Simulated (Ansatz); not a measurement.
A series of calculations on CH$_{8}$BN

### Relaxation

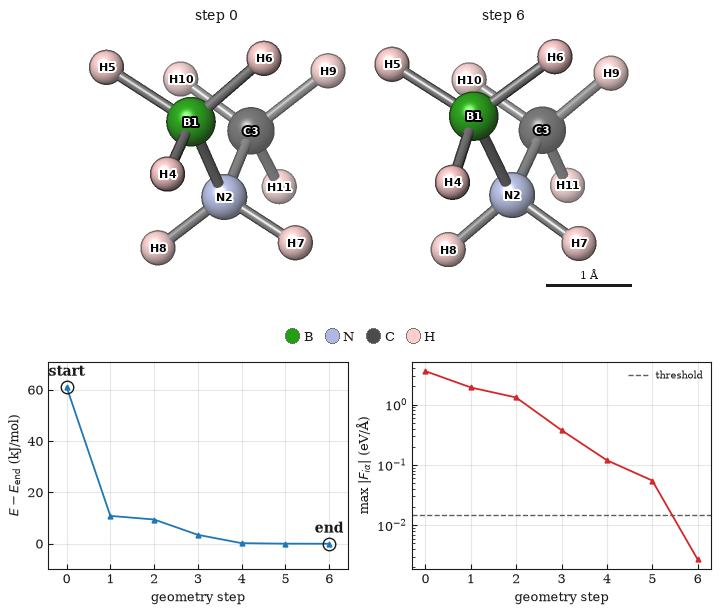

First and last geometry of a relaxation of CH8BN, with the history of the run. The picture is a ball-and-stick view, seen from a free direction.

The run prepares an end point of a later path (torsion) calculation, from a guessed geometry.

Method: RKS r2SCAN/6-31G* (Ansatz 0.2.0).

The input:
```yaml
crystal:
  periodic: [false, false, false]
  atoms:
    - { symbol: B, position_ang: [-0.7664, 0.9123, -0.1772] }
    - { symbol: "N", position_ang: [-0.3861, -0.5039, 0.0655] }
    - { symbol: C, position_ang: [1.0428, -0.6197, 0.1195] }
    - { symbol: H, position_ang: [-1.9305, 1.0283, -0.241] }
    - { symbol: H, position_ang: [-0.369, 1.3369, -1.2444] }
    - { symbol: H, position_ang: [-0.4333, 1.678, 0.6934] }
    - { symbol: H, position_ang: [-0.768, -0.8245, 0.9747] }
    - { symbol: H, position_ang: [-0.702, -1.0876, -0.7158] }
    - { symbol: H, position_ang: [1.4893, 0.0084, 1.0094] }
    - { symbol: H, position_ang: [1.5456, -0.3041, -0.8023] }
    - { symbol: H, position_ang: [1.3432, -1.6811, 0.3389] }
basis:
  gaussian: { orbitals: "6-31G*" }
hamiltonian:
  xc: r2scan
relax:
  f_tol: 0.015
  max_steps: 40
output:
  orbitals: {}
```

Command:
```bash
ansatz run input.yaml --threads 1 --pin off --max-ram 2048MiB --backend cpu --events-out ev --progress --plain --runs-dir out
```

**Read the history and describe the run.**

It converged. The largest move after the best rigid fit is that of B1, 0.15 Å. By element the largest moves are B 0.15 Å, H 0.12 Å, C 0.09 Å, N 0.03 Å. Some distances before and after: B1–N2 1.486 → 1.644 Å, C3–H9 1.177 → 1.092 Å, N2–C3 1.435 → 1.480 Å, B1–H4 1.172 → 1.216 Å. Among the angles between lasting bonds that change: N2–B1–H6 114.6° → 104.9°, H4–B1–H5 104.0° → 113.7°, H4–B1–H6 104.5° → 113.7°. Over 6 geometry steps the energy falls by 61.2 kJ/mol. Largest force component: 3.6 eV/Å at the start, 0.0027 eV/Å at the end. Cost: 12 s on 1 thread of Intel(R) Xeon(R) 6975P-C (Granite Rapids), on a shared host, peak memory 0.16 GiB.

### Relaxation

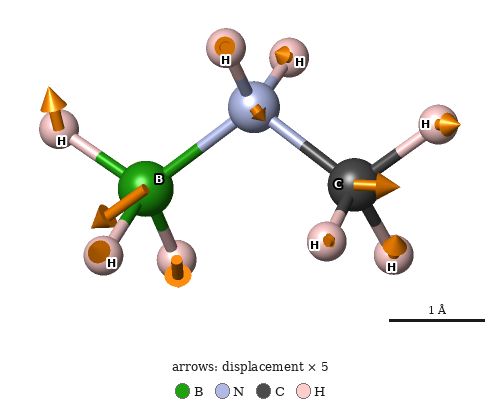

A relaxation of CH8BN. The starting structure is drawn; orange arrows show the displacements, magnified 5 times. The two geometries are superimposed by the best rigid fit.

A ball-and-stick model, seen at a tilt.

The run prepares an end point of a later path (torsion) calculation, from a guessed geometry.

Level of theory: RKS r2SCAN/6-31G* in Ansatz 0.2.0. Set-up: no spin polarisation; force threshold 0.015 eV/Å; at most 40 steps.

> Atoms of which element are displaced furthest, and by how much?

Boron: up to 0.16 Å, against 0.11 Å for hydrogen.

> What did the optimiser do to the structure, and how much energy did it gain?

Over 6 geometry steps the energy falls by 60.9 kJ/mol. Largest force component: 3.7 eV/Å at the start, 0.0081 eV/Å at the end. The B atom moves most after the best rigid fit: 0.16 Å. Largest moves by element: B 0.16 Å, H 0.11 Å, C 0.10 Å, N 0.04 Å. Some distances before and after: B–N 1.486 → 1.644 Å, C–H 1.177 → 1.092 Å, C–N 1.435 → 1.480 Å, B–H 1.172 → 1.216 Å. Bond angles that change, for instance: N–B–H 114.6° → 104.9°, H–B–H 104.0° → 113.7°, H–B–H 104.5° → 113.6°.

### Path

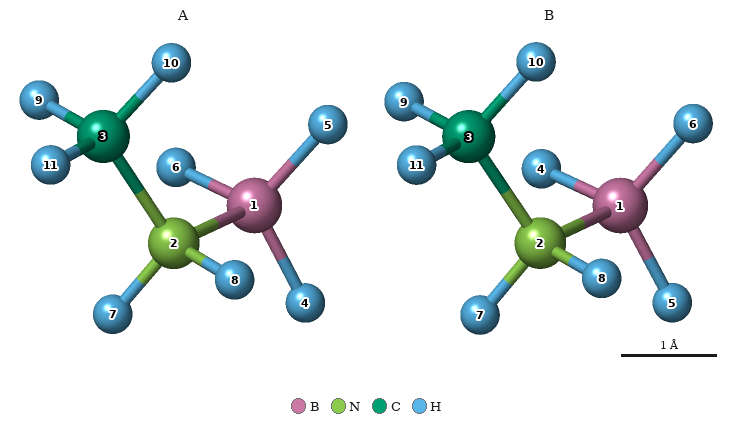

The two relaxed end points of a path for CH$_{8}$BN. Style: ball-and-stick. Shown from a free direction.

Computed with Ansatz, RKS r2SCAN/6-31G*.

Set-up: 5 movable images; climbing image; force threshold 0.05 eV/Å; iteration limit 60.

Start:
```xyz
11

B    -0.8326    1.0471   -0.2076
N    -0.3533   -0.5003    0.0711
C     1.1154   -0.6656    0.1561
H    -2.0465    0.9950   -0.2462
H    -0.3228    1.3454   -1.2706
H    -0.4010    1.6826    0.7350
H    -0.7877   -0.8226    0.9373
H    -0.7251   -1.0931   -0.6726
H     1.4759   -0.0214    0.9607
H     1.5439   -0.3165   -0.7857
H     1.3995   -1.7076    0.3432
```

End:
```xyz
11

B    -0.8225    1.0456   -0.2519
N    -0.2945   -0.5094   -0.1830
C     1.0596   -0.6565    0.3965
H    -0.8237    1.4261    0.9029
H    -1.9317    0.9764   -0.7444
H    -0.0117    1.6198   -0.9529
H    -0.9641   -1.0553    0.3617
H    -0.3100   -0.8990   -1.1270
H     1.0378   -0.2348    1.4035
H     1.7475   -0.0654   -0.2116
H     1.3789   -1.7044    0.4269
```

What barrier does the band find between them, and by what path?

Answer. The two ends have the same energy, and the highest point, image 3, lies 0.119 eV above the start. The motion is a rotation about the B1–N2 bond by about 120°. No bond forms or breaks between the ends. The band is converged.

Energies of the converged images:

| image | path (Å) | E (eV) |
| --- | --- | --- |
| 0 | 0.00 | 0.000 |
| 1 | 0.60 | 0.028 |
| 2 | 1.20 | 0.089 |
| 3 | 1.81 | 0.119 |
| 4 | 2.41 | 0.088 |
| 5 | 3.01 | 0.028 |
| 6 | 3.61 | 0.000 |

The geometry at the top of the path:

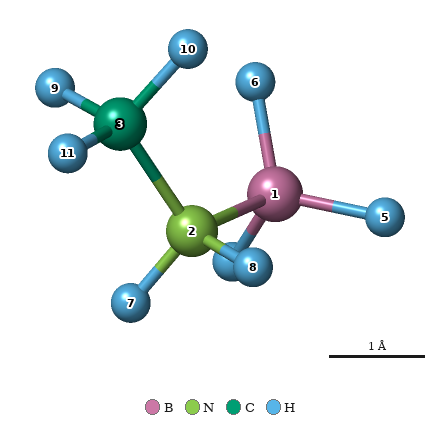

Cost: 51 s on 1 thread of Intel(R) Xeon(R) 6975P-C (Granite Rapids) (shared host), peak memory 0.22 GiB.
